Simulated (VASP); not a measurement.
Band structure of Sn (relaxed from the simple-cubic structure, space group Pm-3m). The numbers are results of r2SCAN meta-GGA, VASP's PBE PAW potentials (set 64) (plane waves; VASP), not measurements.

Unless said otherwise, spin-orbit coupling is left out, though it shifts the bands of the heavy elements here.

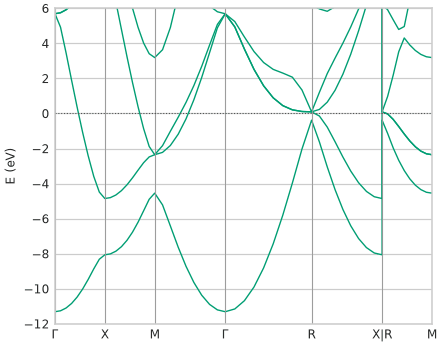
Fig. 1. Bands along high-symmetry lines, zero at the valence-band maximum or, without a gap, the Fermi level

Q: Read the plot: is there a gap, and where are the band edges?

A: It has no gap at this level: it comes out as a metal or semimetal.

The structure was generated: Sn was put into the simple-cubic type (Pm-3m), which need not be its known phase. It was relaxed first, which changed the volume by -5 %.
